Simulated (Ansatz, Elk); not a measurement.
## How far do independent atoms describe ZrSc2Be2?

Structure refinements treat a crystal as free atoms side by side. For a made-up structure of ZrSc2Be2 (cell and positions from a PBE relaxation) the runs below show what the calculated density changes in F(hkl).

Main program and level: Elk 11.2.3 (patched build); DFT, PBE, all-electron APW+lo, Dirac cores, scalar-relativistic bands, static density, no spin.

The structure was built from a prototype and need not be the compound's stable phase.

**1. The structure**

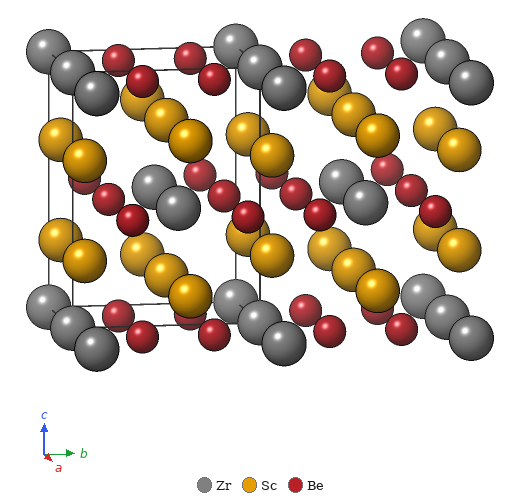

Start, viewed slightly off an axis; zirconium grey, scandium orange, beryllium red. 2×2×1 cells are drawn. This picture shows the conventional cell, with its axes. Some periodic images of atoms are drawn too.

As a file:

```cif
data_structure
_symmetry_space_group_name_H-M 'Immm'
_symmetry_Int_Tables_number 71
_cell_length_a 4.0394
_cell_length_b 5.7326
_cell_length_c 7.7923
_cell_angle_alpha 90.000
_cell_angle_beta 90.000
_cell_angle_gamma 90.000
_cell_volume 180.44
loop_
_atom_site_label
_atom_site_type_symbol
_atom_site_symmetry_multiplicity
_atom_site_Wyckoff_symbol
_atom_site_fract_x
_atom_site_fract_y
_atom_site_fract_z
_atom_site_occupancy
Zr1 Zr 2 a 0.00000 0.00000 0.00000 1
Sc1 Sc 4 j 0.00000 0.50000 0.19602 1
Be1 Be 4 h 0.50000 0.30811 0.00000 1
```

**2. Ground state and structure factors**

An all-electron density is needed, since X-rays see the cores too. Task 0 finds the density and task 195 Fourier-transforms it; tshift is off so that phases refer to the origin typed.

Contents of elk.in:

```
tasks
  0
  195

xctype
  20

spinpol
  .false.

rgkmax
  7.0

gmaxvr
  14.0

lmaxo
  7

lmaxapw
  8

swidth
  0.002

tshift
  .false.

ramdisk
  .false.

hmaxvr
  5.5

maxscl
  120

epspot
  1e-06

sppath
  './'

avec
  -3.81664684683 5.41651837885 7.36265444611
  3.81664684683 -5.41651837885 7.36265444611
  3.81664684683 5.41651837885 -7.36265444611

atoms
  3
  'Zr.in'
  1
  -0.0000000000 0.0000000000 -0.0000000000   0.000000 0.000000 0.000000
  'Sc.in'
  2
  0.6960207204 0.1960207204 0.5000000000   0.000000 0.000000 0.000000
  0.3039792796 0.8039792796 0.5000000000   0.000000 0.000000 0.000000
  'Be.in'
  2
  0.3081098654 0.5000000000 0.8081098654   0.000000 0.000000 0.000000
  0.6918901346 0.5000000000 0.1918901346   0.000000 0.000000 0.000000

ngridk
  7 7 7
```

Command:

```console
$ OMP_NUM_THREADS=4 elk
```

Numbers of over 12 decimals in the logs are rounded to 6 here.

The log of the run:

```text
┌─────────────────────────┐
│ Elk code version 11.2.3 │
└─────────────────────────┘

All units are atomic (Hartree, Bohr, etc.)

┌─────────────────────────────────────────────────┐
│ Ground-state run starting from atomic densities │
└─────────────────────────────────────────────────┘

Lattice vectors :
  -3.816646847       5.416518379       7.362654446
   3.816646847      -5.416518379       7.362654446
   3.816646847       5.416518379      -7.362654446

Reciprocal lattice vectors :
  0.2173613090E-16  0.5800022143      0.4266929375
  0.8231289872      0.1003968952E-16  0.4266929375
  0.8231289872      0.5800022143      0.7216371159E-17

Unit cell volume      :    608.8307894
Brillouin zone volume :   0.4074206130

Muffin-tin inner radius fraction :   0.1000000000E-01

Nuclei treated as point charges

Species : 1 (Zr)
 parameters loaded from : Zr.in
 name : zirconium
 nuclear charge    :   -40.00000000
 electronic charge :    40.00000000
 atomic mass :    166291.1793
 muffin-tin radius :    2.600000000
 number of radial points in muffin-tin :   1193
 inner part over the whole radius :   0.9967875514E-02
 number on inner part of muffin-tin    :    848
 approximate nuclear radius :   0.8202877663E-04
 number of mesh points to nuclear radius :    417
 atomic positions (lattice), magnetic fields (Cartesian) :
  1 :   0.00000000  0.00000000  0.00000000    0.00000000  0.00000000  0.00000000

Species : 2 (Sc)
 parameters loaded from : Sc.in
 name : scandium
 nuclear charge    :   -21.00000000
 electronic charge :    21.00000000
 atomic mass :    81949.61073
 muffin-tin radius :    2.400000000
 number of radial points in muffin-tin :    993
 inner part over the whole radius :   0.9898716403E-02
 number on inner part of muffin-tin    :    698
 approximate nuclear radius :   0.6711386133E-04
 number of mesh points to nuclear radius :    323
 atomic positions (lattice), magnetic fields (Cartesian) :
  1 :  -0.30397928  0.19602072  0.50000000    0.00000000  0.00000000  0.00000000
  2 :   0.30397928 -0.19602072  0.50000000    0.00000000  0.00000000  0.00000000

Species : 3 (Be)
 parameters loaded from : Be.in
 name : beryllium
 nuclear charge    :   -4.000000000
 electronic charge :    4.000000000
 atomic mass :    16428.20280
 muffin-tin radius :    1.800000000
 number of radial points in muffin-tin :    593
 inner part over the whole radius :   0.9826427374E-02
 number on inner part of muffin-tin    :    403
 approximate nuclear radius :   0.4290726161E-04
 number of mesh points to nuclear radius :    156
 atomic positions (lattice), magnetic fields (Cartesian) :
  1 :   0.30810987  0.50000000 -0.19189013    0.00000000  0.00000000  0.00000000
  2 :  -0.30810987  0.50000000  0.19189013    0.00000000  0.00000000  0.00000000

Total number of atoms per unit cell :    5
Total muffin-tin volume :    238.2918972
 ratio of muffin-tin to unit cell volume :   0.3913926518

Spin treatment :
 spin-unpolarised

Number of Bravais lattice symmetries :    8
Number of crystal symmetries         :    8
Crystal has inversion symmetry
Real symmetric eigensolver will be used

k-point grid :      7     7     7
k-point offset :    0.000000000       0.000000000       0.000000000
k-point set is reduced with full crystal symmetry group
Total number of k-points :       64

Muffin-tin radius times maximum |G+k| :    7.000000000
 using average radius
Maximum |G+k| for APW functions       :    3.181818182
Maximum (1/2)|G+k|²                   :    5.061983471
Maximum |G| for potential and density :    14.00000000
Constant for pseudocharge density :    9
 order of it for each species :   16  16  16
 order of it for pair densities of each species (exact exchange by exxq0 0: 17) :   14  12   5
Radial integration step length :    1

G-vector grid sizes :     45    45    45
Number of G-vectors :    28165

Maximum angular momentum used for
 APW functions            :    8
 outer part of muffin-tin :    7
 inner part of muffin-tin :    2

Total nuclear charge    :   -90.00000000
[...]
correlation                 :     -4.078030
 electron entropic           :    -0.13660423831862E-02
 total energy                :     -5158.5617301217

Density of states at Fermi energy :    104.4660558
 (states/Hartree/unit cell)

Estimated indirect band gap :   0.2518869190E-03
 from k-point 64 to k-point 2
Estimated direct band gap   :   0.3854478622E-02
 at k-point 46

Charges :
 core                        :    52.00000000
 valence                     :    38.00000000
 interstitial                :    8.626739746
 muffin-tins (core leakage)
  species : 1 (Zr)
   atom 1                    :    37.64490078     (  0.2656459110E-05)
  species : 2 (Sc)
[...]
species : 3 (Be)
[...]
total in muffin-tins        :    81.37326025
 total calculated charge     :    89.99771255
 total charge                :    90.00000000
 error                       :   0.2287451704E-02

RMS change in Kohn-Sham potential (target) :    4.092335068     (  0.1000000000E-05)
Absolute change in total energy (target)   :   0.5631167135     (  0.1000000000E-03)

[... loops 3 to 17 left out ...]

┌──────────────────┐
│ Loop number : 18 │
└──────────────────┘

Energies :
 Fermi                       :     0.232531
 sum of occupied eigenvalues :     -3040.4313129816
 electron kinetic            :      5289.9378210112
 core electron kinetic       :      5107.1307874560
 Coulomb                     :     -10248.848471330
 Coulomb potential           :     -8072.7494182593
 nuclear-nuclear             :     -608.60497988299
 electron-nuclear            :     -11220.921910737
 Hartree                     :      1580.6784192903
 Madelung                    :     -6212.4737622003
 xc potential                :     -257.61971573348
 exchange                    :     -194.19829723227
 correlation                 :     -4.088974
 electron entropic           :    -0.23446053742585E-02
 total energy                :     -5157.2002664208

Density of states at Fermi energy :    178.6822627
 (states/Hartree/unit cell)

Estimated indirect band gap :   0.8866804741E-03
 from k-point 6 to k-point 45
Estimated direct band gap   :   0.2948808644E-02
 at k-point 57

Charges :
 core                        :    52.00000000
 valence                     :    38.00000000
 interstitial                :    8.261823710
 muffin-tins (core leakage)
  species : 1 (Zr)
[...]
species : 2 (Sc)
[...]
species : 3 (Be)
[...]
total in muffin-tins        :    81.73817629
 total calculated charge     :    89.99770259
 total charge                :    90.00000000
 error                       :   0.2297413312E-02

RMS change in Kohn-Sham potential (target) :   0.5863147120E-06 (  0.1000000000E-05)
Absolute change in total energy (target)   :   0.6763668353E-05 (  0.1000000000E-03)

Convergence targets achieved

┌──────────────────┐
│ Loop number : 19 │
└──────────────────┘

Energies :
 Fermi                       :     0.232531
 sum of occupied eigenvalues :     -3040.4313106752
 electron kinetic            :      5289.9378231159
 core electron kinetic       :      5107.1307881730
 Coulomb                     :     -10248.848471267
 Coulomb potential           :     -8072.7494166529
 nuclear-nuclear             :     -608.60497988299
 electron-nuclear            :     -11220.921912164
 Hartree                     :      1580.6784207798
 Madelung                    :     -6212.4737629407
 xc potential                :     -257.61971713821
 exchange                    :     -194.19829719004
 correlation                 :     -4.088974
 electron entropic           :    -0.23446052128711E-02
 total energy                :     -5157.2002642058

Density of states at Fermi energy :    178.6822425
 (states/Hartree/unit cell)

Estimated indirect band gap :   0.8866800917E-03
 from k-point 6 to k-point 45
Estimated direct band gap   :   0.2948802688E-02
 at k-point 57

Charges :
 core                        :    52.00000000
 valence                     :    38.00000000
 interstitial                :    8.261823645
 muffin-tins (core leakage)
  species : 1 (Zr)
[...]
species : 2 (Sc)
[...]
atom 2                    :    19.10718362     ( -0.2163311486E-06)
  species : 3 (Be)
   atom 1                    :    2.783370100     (  0.1146341896E-02)
   atom 2                    :    2.783370100     (  0.1146341896E-02)
 total in muffin-tins        :    81.73817635
 total calculated charge     :    89.99770259
 total charge                :    90.00000000
 error                       :   0.2297413118E-02

┌──────────────────────────────┐
│ Self-consistent loop stopped │
└──────────────────────────────┘

Warning : core states of species 3 leak from the muffin-tin :   0.1146341896E-02

Wrote STATE.OUT
```

Run time: 44 s. Hardware: 4 threads of Arm Neoverse V2, shared host; peak memory 0.2 GiB; 2.4 min of CPU time.

SFACRHO.OUT:

```text

h k l indices transformed by vhmat matrix:
   1.000000000       0.000000000       0.000000000    
   0.000000000       1.000000000       0.000000000    
   0.000000000       0.000000000       1.000000000    

      h      k      l  multipl.   |H|            Re(F)            Im(F)           |F|

      0      0      0      1   0.0000000       90.000000      0.47426742E-16   90.000000    
      0      1     -1      4  0.72004821       21.682213     -0.23763444E-14   21.682213    
     -1     -1      1      2  0.85338588       13.872492     -0.21681294E-14   13.872492    
      1      0     -1      4  0.92715058       40.125638      0.12833959E-14   40.125638    
      0      0     -1      4   1.0069478       2.2679893     -0.26403827E-14   2.2679893    
      1     -1      1      2   1.1600044       60.513591     -0.50167271E-14   60.513591    
     -1     -1      2      8   1.3199285       56.329647     -0.52807653E-14   56.329647    
     -2     -1      1      4   1.4053485       54.305630     -0.79211480E-15   54.305630    
      0      2     -2      4   1.4400964       4.8451682     -0.87132628E-14   4.8451682    
      1     -2      1      8   1.4849978       42.659720     -0.13201913E-14   42.659720    
     -1     -2      1      4   1.5218880       2.0003588      0.66419081E-14   2.0003588    
     -1      1      1      2   1.6462580       60.293737     -0.11516929E-14   60.293737    
     -2     -2      2      2   1.7067718       38.366890     -0.21842602E-14   38.366890    
      1     -2      2      4   1.7915608       22.619064     -0.17162487E-14   22.619064    
     -1      2      0      8   1.7968402       18.350768      0.79211480E-15   18.350768    
      0      2      0      4   1.8543012       11.124063     -0.38190760E-14   11.124063    
      3      0     -1      8   1.9135708       8.4210033     -0.84492245E-14   8.4210033    
      1     -1      2      4   1.9248804     -0.84208334      0.64689375E-14  0.84208334
```

Elk indexes on the primitive cell of elk.in and gives |H| = 4π sin θ/λ in inverse bohr. Below, one row stands for each form hkl of the conventional cell (m members, Friedel mates merged), F is for one primitive cell and the density is static (no thermal factor). Free-atom factors are Waasmaier and Kirfel's, and R is Σm||F|−|F'||/Σm|F|.

| hkl | m | sin θ/λ (Å⁻¹) | abs F, DFT | neutral atoms | diff. |
| --- | --- | --- | --- | --- | --- |
| 011 | 4 | 0.108 | 21.682 | 21.790 | -0.107 |
| 002 | 2 | 0.128 | 13.873 | 13.219 | +0.654 |
| 101 | 4 | 0.139 | 40.126 | 40.421 | -0.295 |
| 110 | 4 | 0.151 | 2.268 | 2.209 | +0.059 |
| 020 | 2 | 0.174 | 60.514 | 60.990 | -0.477 |
| 112 | 8 | 0.199 | 56.330 | 56.551 | -0.221 |
| 013 | 4 | 0.211 | 54.306 | 54.631 | -0.326 |
| 022 | 4 | 0.217 | 4.845 | 4.866 | -0.021 |
| 121 | 8 | 0.223 | 42.660 | 42.837 | -0.178 |
| 103 | 4 | 0.229 | 2.000 | 1.911 | +0.090 |
| 200 | 2 | 0.248 | 60.294 | 60.537 | -0.244 |
| 004 | 2 | 0.257 | 38.367 | 38.254 | +0.113 |
| 031 | 4 | 0.269 | 22.619 | 22.701 | -0.082 |
| 211 | 8 | 0.270 | 18.351 | 18.279 | +0.071 |
| 202 | 4 | 0.279 | 11.124 | 11.255 | -0.131 |
| 123 | 8 | 0.288 | 8.421 | 8.490 | -0.069 |
| 130 | 4 | 0.289 | 0.842 | 0.906 | -0.064 |
| 114 | 8 | 0.298 | 23.132 | 23.094 | +0.038 |
| 220 | 4 | 0.303 | 49.335 | 49.188 | +0.148 |
| 024 | 4 | 0.310 | 29.447 | 29.383 | +0.065 |
| 132 | 8 | 0.317 | 42.366 | 42.221 | +0.145 |
| 033 | 4 | 0.325 | 49.261 | 49.187 | +0.075 |

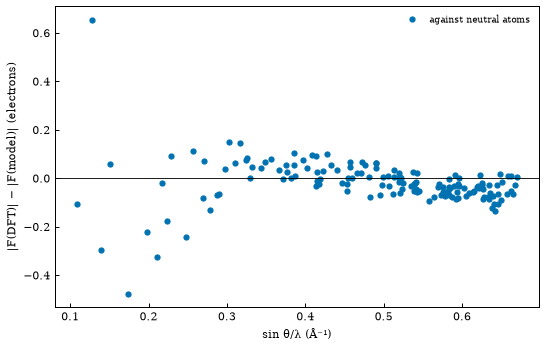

Difference between the calculated structure factors and the independent-atom ones.

**3. The highest occupied states alone**

An energy window below the Fermi level keeps the highest occupied states, to see at which angles they scatter; shallow core shells can lie inside it and anion s states outside. No new self-consistency is needed.

Changes to elk.in since step 2:

```diff
@@ -1,3 +1,2 @@
 tasks
-  0
   195
@@ -40,2 +39,5 @@
 
+wsfac
+  -0.208460 0.532530
+
 sppath
```

Command:

```console
$ OMP_NUM_THREADS=4 elk
```

The log of the run:

```text
┌─────────────────────────────────┐
│ Elk code version 11.2.3 started │
└─────────────────────────────────┘

Info(readinput): the functional depends on the density's gradient
 muffin-tin radial points multiplied by    2.00000
 (not where nrmtscf is given)

┌────────────────────┐
│ Current task : 195 │
└────────────────────┘

Info(sfacrho): density structure factors written to SFACRHO.OUT

 Energy window :  -0.2084600000      0.5325300000

┌──────────────────┐
│ Elk code stopped │
└──────────────────┘
```

The job ended after 8.9 s (4 threads; peak memory 0.16 GiB).

States within 12 eV below the Fermi level hold 14.00 electrons; any levels below the window count with the cores. Their amplitudes can exceed the total, where window and core parts have opposite phase:

| hkl | sin θ/λ (Å⁻¹) | abs F, window | abs F, all |
| --- | --- | --- | --- |
| 011 | 0.108 | 0.041 | 21.682 |
| 002 | 0.128 | 2.035 | 13.873 |
| 101 | 0.139 | 0.105 | 40.126 |
| 110 | 0.151 | 0.019 | 2.268 |
| 020 | 0.174 | 0.479 | 60.514 |
| 112 | 0.199 | 0.865 | 56.330 |
| 013 | 0.211 | 0.454 | 54.306 |
| 022 | 0.217 | 0.365 | 4.845 |
| 121 | 0.223 | 0.446 | 42.660 |
| 103 | 0.229 | 0.290 | 2.000 |

**4. Another try**

In this try the input is made faulty on purpose, to show what that does.

The input is changed as shown.

Changes to elk.in since step 3:

```diff
@@ -1,2 +1,3 @@
 tasks
+  0
   195
@@ -39,5 +40,2 @@
 
-wsfac
-  -0.208460 0.532530
-
 sppath
@@ -64,3 +62,3 @@
 
-ngridk
+ngrid
   7 7 7
```

Command:

```console
$ OMP_NUM_THREADS=4 elk
```

The log of the run:

```text
┌─────────────────────────────────┐
│ Elk code version 11.2.3 started │
└─────────────────────────────────┘

Error(readinput): invalid block name : ngrid
```

Wall time 0.01 s (4 threads); peak memory 0.16 GiB.

The input was rejected at the start.

The program's message: “Error(readinput): invalid block name : ngrid”

A key was misspelt on purpose.

**5. Another functional**

The difference from free atoms is small, so it is set against the change that PBEsol makes.

Changes to elk.in since step 4:

```diff
@@ -5,3 +5,3 @@
 xctype
-  20
+  22
 
@@ -62,3 +62,3 @@
 
-ngrid
+ngridk
   7 7 7
```

Command:

```console
$ OMP_NUM_THREADS=4 elk
```

The log of the run:

```text
┌─────────────────────────┐
│ Elk code version 11.2.3 │
└─────────────────────────┘

All units are atomic (Hartree, Bohr, etc.)

┌─────────────────────────────────────────────────┐
│ Ground-state run starting from atomic densities │
└─────────────────────────────────────────────────┘

Lattice vectors :
  -3.816646847       5.416518379       7.362654446
   3.816646847      -5.416518379       7.362654446
   3.816646847       5.416518379      -7.362654446

Reciprocal lattice vectors :
  0.2173613090E-16  0.5800022143      0.4266929375
[...]
species : 1 (Zr)
[...]
species : 2 (Sc)
[...]
species : 3 (Be)
   atom 1                    :    2.776396226     (  0.1189626843E-02)
   atom 2                    :    2.776396226     (  0.1189626843E-02)
 total in muffin-tins        :    81.73791738
 total calculated charge     :    89.99761725
 total charge                :    90.00000000
 error                       :   0.2382753181E-02

┌──────────────────────────────┐
│ Self-consistent loop stopped │
└──────────────────────────────┘

Warning : core states of species 3 leak from the muffin-tin :   0.1189626843E-02

Wrote STATE.OUT
[key lines of the parts left out:]
total energy                :     -5153.1975419628
```

It took 44 s on 4 threads; peak memory 0.19 GiB; 2.4 min of CPU time.

Against the first run R = 0.03 %; the largest change is -0.029 at 200.

**6. Basis size**

The basis and the expansions that go with it are enlarged, to see whether the differences are converged.

Changes to elk.in since step 5:

```diff
@@ -5,3 +5,3 @@
 xctype
-  22
+  20
 
@@ -11,12 +11,12 @@
 rgkmax
-  7.0
+  8.5
 
 gmaxvr
-  14.0
+  18.0
 
 lmaxo
-  7
+  9
 
 lmaxapw
-  8
+  10
```

Command:

```console
$ OMP_NUM_THREADS=4 elk
```

The log of the run:

```text
┌─────────────────────────┐
│ Elk code version 11.2.3 │
└─────────────────────────┘

All units are atomic (Hartree, Bohr, etc.)

┌─────────────────────────────────────────────────┐
│ Ground-state run starting from atomic densities │
└─────────────────────────────────────────────────┘

Lattice vectors :
  -3.816646847       5.416518379       7.362654446
   3.816646847      -5.416518379       7.362654446
   3.816646847       5.416518379      -7.362654446

Reciprocal lattice vectors :
  0.2173613090E-16  0.5800022143      0.4266929375
[...]
species : 1 (Zr)
[...]
species : 2 (Sc)
[...]
species : 3 (Be)
   atom 1                    :    2.784576079     (  0.1146719615E-02)
   atom 2                    :    2.784576079     (  0.1146719615E-02)
 total in muffin-tins        :    81.74768165
 total calculated charge     :    89.99770048
 total charge                :    90.00000000
 error                       :   0.2299517819E-02

┌──────────────────────────────┐
│ Self-consistent loop stopped │
└──────────────────────────────┘

Warning : core states of species 3 leak from the muffin-tin :   0.1146719615E-02

Wrote STATE.OUT
[key lines of the parts left out:]
total energy                :     -5157.2032269197
```

Elapsed: 2.1 min, on 4 threads; peak memory 0.36 GiB; 6.9 min of CPU time.

Against the first run R = 0.01 %; the largest change is -0.006 at 400.

**7. Settings against the effect**

| run | R against the first run (%) | R against neutral atoms, low angle (%) | wall time |
| --- | --- | --- | --- |
| PBE, rgkmax 7 | 0.00 | 0.56 | 44 s |
| PBEsol | 0.03 | 0.57 | 44 s |
| rgkmax 8.5 with larger expansions | 0.01 | 0.56 | 2.1 min |

**8. Results**

| Item | Value |
| --- | --- |
| R against neutral atoms, sin θ/λ < 0.3 Å⁻¹ | 0.56 % |
| R against neutral atoms, 0.3 to 0.67 Å⁻¹ | 0.22 % |

In words: Independent neutral atoms miss the calculated amplitudes by R = 0.56 % below 0.3 Å⁻¹ and 0.22 % from there to 0.67 Å⁻¹; by shells, 1.06 % below 0.15 Å⁻¹ (3 forms), 0.49 % 0.15 to 0.3 (15 forms), 0.21 % 0.3 to 0.45 (32 forms), 0.22 % above 0.45 (99 forms). Bonding, aspherical density and the tables' own atoms all enter these figures, and the runs don't part them. The largest change of an amplitude is +0.65 electrons, at 002. The window's part falls from 14.0 electrons at the origin to at most 0.16 between 0.45 and 0.67 Å⁻¹. Below 0.3 Å⁻¹ the changes that finished (PBEsol and rgkmax 8.5 with larger expansions) move F by R = 0.04 % at most, against the 0.56 % that separates it from free atoms. The k-mesh has no finished test. Part of the difference isn't bonding: the tables are fits to free atoms and ions calculated by other methods than this functional. Thermal motion, anomalous dispersion and extinction are left out.

[Logs are printed without paths, hosts, clocks, repeated set-up lines and the standing remarks that a program may print on its own settings, such as how far it seeks lower states.]

[Hosts, paths, dates, database ids (printed as entryN), source tags and the programs' standing remarks are cut or masked in the printed files.]
